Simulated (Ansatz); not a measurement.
# BH2 (boron dihydride): methods side by side

BH2 has 3 atoms, charge 0, and is taken as a doublet. SMILES: `[BH2]`. The shape is that of a GFN2-xTB optimisation.

```xyz
3

B     0.2628   -0.1662    0.1286
H     0.2800    0.9853    0.2610
H    -0.5429   -0.8191   -0.3896
```

Each level gives the vertical energy of the quartet above the doublet (eV). The values are calculated.

```csv
level,kind,program,value (eV)
USVWN5/6-311G**,LDA,Ansatz,4.98
UBLYP/6-311G**,GGA,Ansatz,5.44
UB3LYP/6-311G**,global hybrid,Ansatz,5.55
UHSE06/6-311G**,range-separated hybrid,Ansatz,5.32
UB2PLYP/6-311G**,double hybrid,Ansatz,5.61
RPA@PBE/6-311G**,RPA,Ansatz,5.38
UMP2/6-311G**,perturbation theory,Ansatz,5.48
UBCCD(T)/6-311G**,coupled cluster or CI,Ansatz,5.45
UCCSD/6-311G**,coupled cluster or CI,Ansatz,5.47
FCI/3-21G,exact in the basis,Ansatz,5.43
```

The values span 4.98 to 5.61 eV. High-level rows in very small sets aren't better than simpler rows in larger ones.

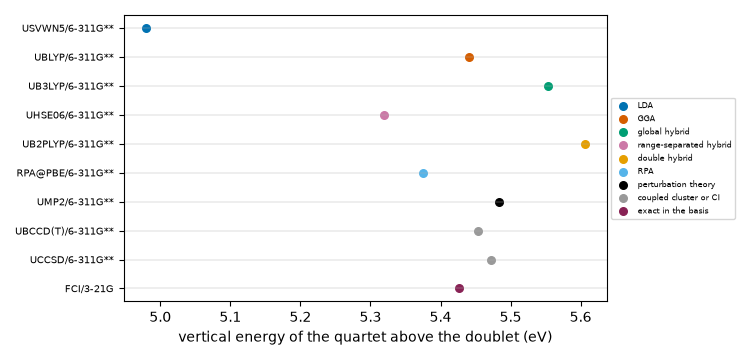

The values of the table, level by level.
